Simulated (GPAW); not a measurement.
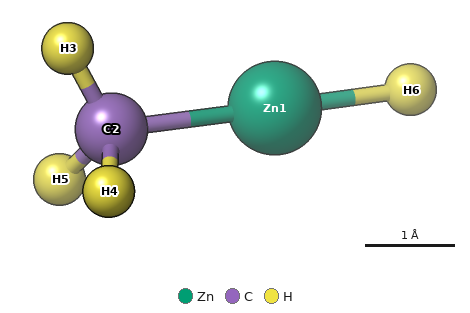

**Figure 1.** The input geometry (ball-and-stick view, seen at a tilt; atoms are numbered from 1 in the order of the input). Sticks mark near contacts. Bond lengths as drawn: C–H 1.09 to 1.16 Å, C–Zn 1.97 Å and H–Zn 1.64 Å.

## Geometry relaxation of CH4Zn

- system: CH4Zn
- method: RPBE/plane waves, scalar-relativistic datasets (GPAW 26.7.0)

The atoms were displaced at random from an optimised geometry.

### The program's output
```
Step[ FC]     Time          Energy          fmax
BFGSLineSearch:    0[  0] 00:00:00      -22.494200       2.2036
BFGSLineSearch:    1[  2] 00:00:16      -22.581321       0.7495
BFGSLineSearch:    2[  4] 00:00:30      -22.607062       0.5638
BFGSLineSearch:    3[  6] 00:00:42      -22.619155       0.3778
BFGSLineSearch:    4[  8] 00:00:57      -22.625261       0.2706
BFGSLineSearch:    5[ 10] 00:01:10      -22.627248       0.1132
BFGSLineSearch:    6[ 11] 00:01:15      -22.628568       0.0653
BFGSLineSearch:    7[ 12] 00:01:20      -22.628883       0.0137
Converged: True
Final energy = -22.62888 eV
r(H4-C1)                1.1043 Ang
r(H5-Zn0)               1.5436 Ang
```

### Trajectory as extended XYZ (Å, eV, eV/Å), 8 frames, from step=0 to step=7
```
6
Properties=species:S:1:pos:R:3:forces:R:3 step=0 energy=-22.49420
Zn    5.0184    5.3298    6.1418   -0.0296   0.0507  -0.8170
C     5.0161    5.3776    8.1067    2.0597  -0.7547   0.2099
H     4.6590    6.3070    8.5380   -0.4131   0.3751   0.1912
H     6.0901    5.2319    8.5236   -1.1640   0.3246  -0.7102
H     4.5000    4.5000    8.5127   -0.4933  -0.0041   0.0950
H     4.9986    5.2880    4.5000    0.0267   0.0136   1.0257
6
Properties=species:S:1:pos:R:3:forces:R:3 step=1 energy=-22.58132
Zn    5.0179    5.3307    6.1280    0.0352   0.0280  -0.3530
C     5.0508    5.3649    8.1102    0.0020   0.0652  -0.0120
H     4.6521    6.3133    8.5412   -0.0018  -0.3816  -0.1983
H     6.0704    5.2374    8.5116    0.1763   0.1052  -0.1510
H     4.4917    4.4999    8.5143   -0.2175   0.1707  -0.0412
H     4.9991    5.2883    4.5173   -0.0018   0.0189   0.7493
6
Properties=species:S:1:pos:R:3:forces:R:3 step=2 energy=-22.60706
Zn    5.0195    5.3320    6.1103    0.0362   0.0391   0.4017
C     5.0542    5.3667    8.1100    0.0604  -0.3948  -0.3979
H     4.6513    6.2962    8.5323   -0.1481   0.1314  -0.0013
H     6.0767    5.2428    8.5034    0.1453   0.0674  -0.1082
H     4.4808    4.5079    8.5125   -0.0940   0.1583  -0.0733
H     4.9991    5.2892    4.5538   -0.0062   0.0051   0.1721
6
Properties=species:S:1:pos:R:3:forces:R:3 step=3 energy=-22.61916
Zn    5.0217    5.3342    6.1173    0.0241   0.0018   0.3770
C     5.0563    5.3534    8.0946    0.1737   0.2675   0.0284
H     4.6457    6.2921    8.5276    0.0377  -0.1806  -0.1988
H     6.0866    5.2478    8.4958   -0.1121   0.0134  -0.1740
H     4.4721    4.5179    8.5087   -0.1243  -0.1078  -0.0038
H     4.9988    5.2898    4.5778   -0.0054   0.0137  -0.0345
6
Properties=species:S:1:pos:R:3:forces:R:3 step=4 energy=-22.62526
Zn    5.0235    5.3353    6.1322    0.0183  -0.0060   0.0675
C     5.0624    5.3552    8.0880   -0.1212  -0.0628   0.2337
H     4.6442    6.2843    8.5190    0.0138   0.0086  -0.1244
H     6.0881    5.2506    8.4868    0.0083  -0.0137  -0.0829
H     4.4641    4.5195    8.5068    0.0830   0.0661  -0.1111
H     4.9985    5.2905    4.5888   -0.0057   0.0150   0.0138
6
Properties=species:S:1:pos:R:3:forces:R:3 step=5 energy=-22.62725
Zn    5.0247    5.3355    6.1390    0.0094  -0.0146  -0.0041
C     5.0619    5.3525    8.0934   -0.0678   0.0689   0.0124
H     4.6437    6.2831    8.5127   -0.0129   0.0784  -0.0569
H     6.0880    5.2513    8.4808    0.0950  -0.0328  -0.0039
H     4.4641    4.5223    8.5025   -0.0252  -0.1102   0.0070
H     4.9982    5.2913    4.5930   -0.0024   0.0181   0.0412
6
Properties=species:S:1:pos:R:3:forces:R:3 step=6 energy=-22.62857
Zn    5.0265    5.3343    6.1447   -0.0056  -0.0123   0.0060
C     5.0592    5.3534    8.0994    0.0046  -0.0164  -0.0219
H     4.6405    6.2927    8.5024    0.0172  -0.0178  -0.0083
H     6.0946    5.2491    8.4736   -0.0650   0.0028   0.0061
H     4.4612    4.5138    8.4993    0.0411   0.0369   0.0116
H     4.9978    5.2937    4.6011    0.0026   0.0142   0.0030
6
Properties=species:S:1:pos:R:3:forces:R:3 step=7 energy=-22.62888
Zn    5.0260    5.3332    6.1440   -0.0031  -0.0088  -0.0021
C     5.0586    5.3535    8.0969    0.0035  -0.0065  -0.0017
H     4.6419    6.2919    8.5022   -0.0017   0.0038  -0.0114
H     6.0908    5.2489    8.4752   -0.0039   0.0036   0.0023
H     4.4641    4.5153    8.5010   -0.0014   0.0039   0.0131
H     4.9980    5.2949    4.6012    0.0017   0.0119  -0.0057
```

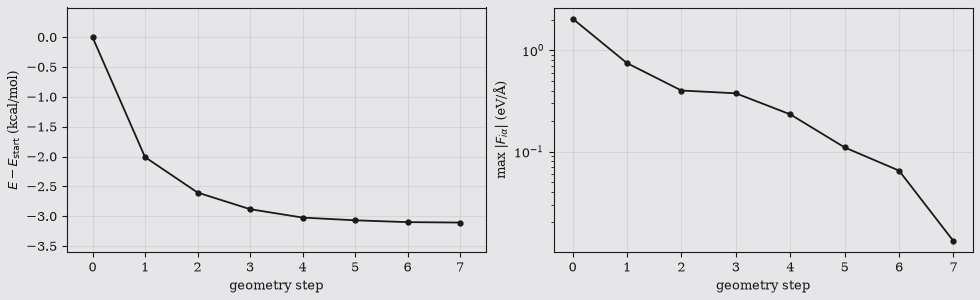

**Figure 2.** Progress of the relaxation, step by step (steps are counted from 0).

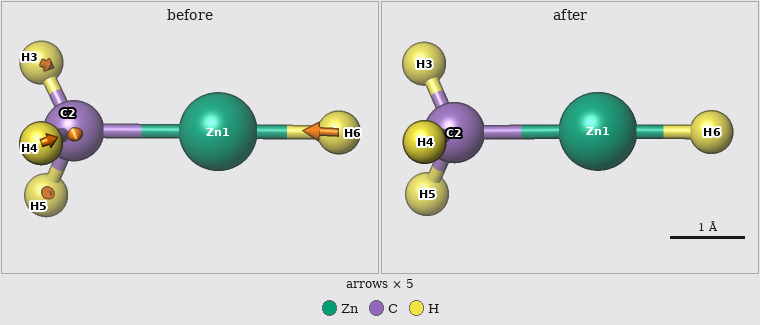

**Figure 3.** Before (left) and after (right) the relaxation, at one scale (ball-and-stick view, seen at a tilt). The orange arrows give the displacements, magnified 5 times. The energy falls by 3.11 kcal/mol in 7 geometry steps. Largest force component: 2.1 eV/Å at the start, 0.013 eV/Å at the end. The atom that moves furthest after the best rigid fit is H6 (0.10 Å). Largest moves by element: H 0.10 Å, C 0.05 Å, Zn 0.01 Å. Among the contacts that change: Zn1–H6 1.642 → 1.544 Å, C2–H4 1.161 → 1.104 Å, C2–H3 1.085 → 1.104 Å, Zn1–C2 1.965 → 1.953 Å. Among the angles that change: H4–C2–H5 101.7° → 107.8°, H3–C2–H5 112.6° → 107.9°, Zn1–C2–H3 114.7° → 111.7°. (Atoms are counted from 1 in the order of the input.)

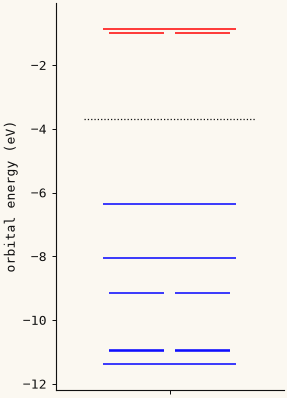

**Figure 4.** Orbital energies near the frontier; the dotted line parts filled from empty levels, and levels within 0.02 eV of each other stand side by side. Highest filled −6.36 eV, lowest empty −1.00 eV, 5.36 eV apart.

The run was set up as follows.

### Input (relax.py)
```python
from ase.io import read, write
from ase.optimize import BFGSLineSearch
from gpaw import GPAW, PW

# Structure
molecule = read("run.xyz")
molecule.center(vacuum=4.5)

# Calculator
calc = GPAW(mode=PW(400),
            mixer={"name": "msr1", "beta": 0.25, "nmaxold": 5, "weight": 20.0},
            xc="RPBE",
            maxiter=100,
            symmetry="off",
            occupations={"name": "fermi-dirac", "width": 0.02},
            txt="run.txt")
molecule.calc = calc

opt = BFGSLineSearch(molecule, trajectory="run.traj")
converged = opt.run(fmax=0.05, steps=100)
print("Converged:", converged)
print(f"Final energy = {molecule.get_potential_energy():.5f} eV")
print(f"r(H4-C1)                {molecule.get_distance(4, 1):.4f} Ang")
print(f"r(H5-Zn0)               {molecule.get_distance(5, 0):.4f} Ang")
write("relaxed.xyz", molecule)
```

### File run.xyz
```
6

Zn    -0.032570    -0.011689    -1.211155
C     -0.034889     0.036125     0.753713
H     -0.391920     0.965520     1.185002
H      1.039099    -0.109606     1.170568
H     -0.550952    -0.841483     1.159683
H     -0.052302    -0.053445    -2.852985
```

Command:
```bash
python relax.py > relax.log
```

### Results in brief

- outcome: converged
- energy relative to the program's reference atoms: −22.6289 eV
- largest force: 0.014 eV/Å
- HOMO: −6.36 eV
- LUMO: −1.00 eV
- dipole moment: 0.52 D
- hardware: 1 thread of Arm Neoverse V2, 24 GiB of memory available, shared host
- wall time: 91 s
- peak memory: 0.4 GiB

Settings chosen away from the usual ones: mixer set to msr1; beta set to 0.25; nmaxold set to 5; weight set to 20.0.
